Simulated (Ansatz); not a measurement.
**AsGaH6O3: density, localisation and related maps**

```json
{"atom": "As", "x (Å)": "0.4166", "y (Å)": "-2.2213", "z (Å)": "-0.8490"}
{"atom": "Ga", "x (Å)": "-1.7151", "y (Å)": "-1.2385", "z (Å)": "0.4803"}
{"atom": "O", "x (Å)": "-2.9549", "y (Å)": "-2.2665", "z (Å)": "-0.3117"}
{"atom": "O", "x (Å)": "-1.5354", "y (Å)": "0.4633", "z (Å)": "-0.0609"}
{"atom": "O", "x (Å)": "-1.1623", "y (Å)": "-1.6767", "z (Å)": "2.1306"}
{"atom": "H", "x (Å)": "-3.4751", "y (Å)": "-1.7753", "z (Å)": "-0.9558"}
{"atom": "H", "x (Å)": "-1.1882", "y (Å)": "1.0296", "z (Å)": "0.6358"}
{"atom": "H", "x (Å)": "-1.6378", "y (Å)": "-2.4359", "z (Å)": "2.4825"}
{"atom": "H", "x (Å)": "0.5075", "y (Å)": "-2.0832", "z (Å)": "-2.3518"}
{"atom": "H", "x (Å)": "0.7436", "y (Å)": "-3.6960", "z (Å)": "-0.7840"}
{"atom": "H", "x (Å)": "1.8061", "y (Å)": "-1.7140", "z (Å)": "-0.5363"}
```

Geometry: PBE0-D4/def2-SVP.

The calculation used isolated molecule in a Gaussian basis; Kohn-Sham density functional theory, functional PBE0 in Ansatz.

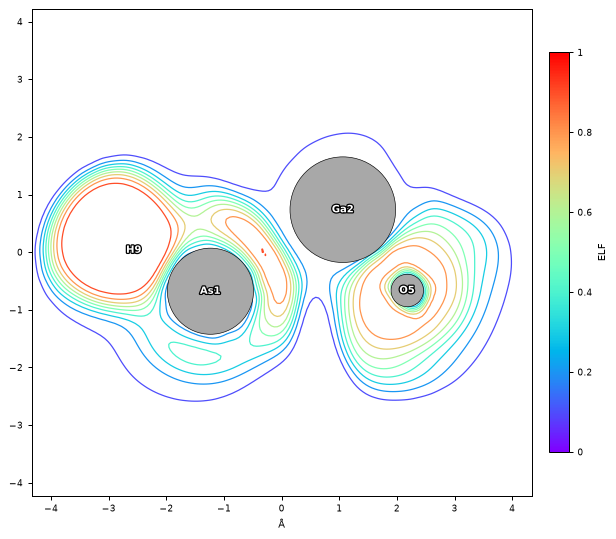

Figure 1. Electron localisation function on the plane of atoms Ga2, As1 and H9. Grey discs cover the atomic cores.

Read the bonding off the picture.

The section cuts through As, Ga, O and H sites.
Ga–O (1.79 Å): the ELF peaks at about 0.85 in the valence shell of O, 0.6 Å from its nucleus, and is about 0.25 at the midpoint.
Ga–As (2.70 Å): the ELF peaks at about 0.90 between the atoms, as expected for a shared electron pair.
As–H (1.51 Å): the ELF climbs to about 1 towards the hydrogen, as it does in any bond to H.
The ELF also peaks beside O5, away from the bonds: lone-pair regions.

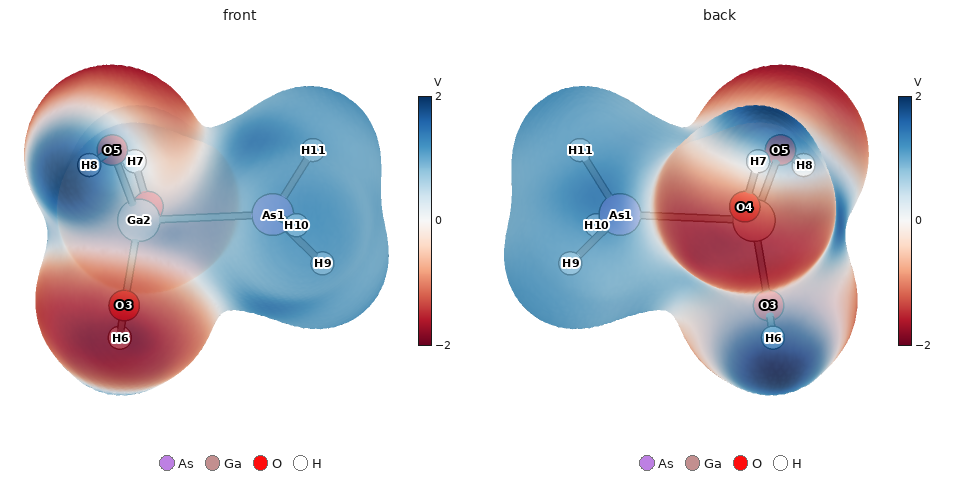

Figure 2. The molecular electrostatic potential painted on the density surface at 0.002 e/bohr³, seen from the front and from behind; the colour scale runs from red (negative) to blue (positive).

Describe the electrostatic potential map.

The most negative region (about −1.7 V) lies over O3, O4 and O5, the most positive (about +1.9 V) over H6, H7 and H8.

What dipole moment does the calculation give?

Its dipole moment is 2.96 D.

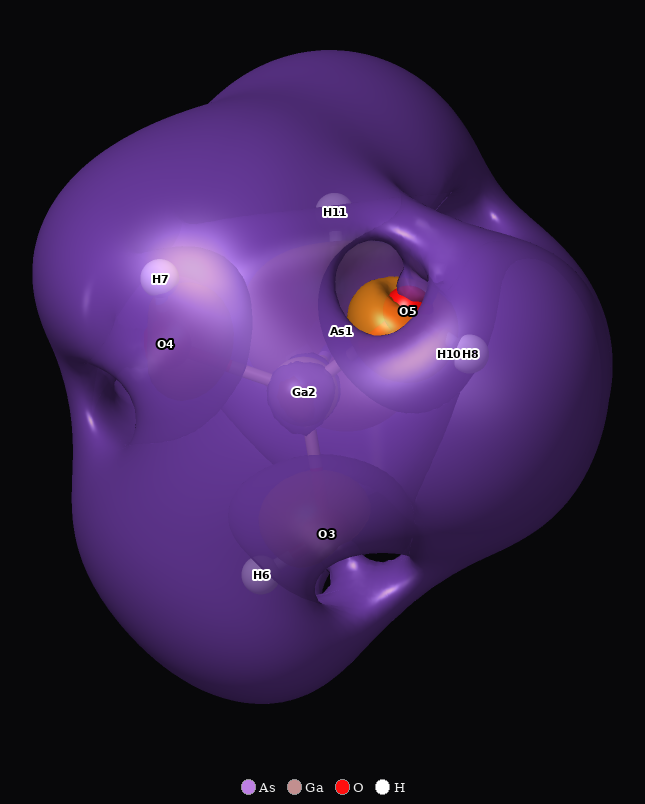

Figure 3. One frontier orbital at ±0.04 Å⁻³ᐟ² (orange and purple are the two phases), seen at an oblique angle.

Which orbital is it: HOMO or LUMO?

The LUMO, at −0.67 eV. Its weight (Hirshfeld) is mainly on Ga2 (about 30 %), As1 (about 20 %), H9 (about 5 %), H10 (about 5 %) and H11 (about 5 %).
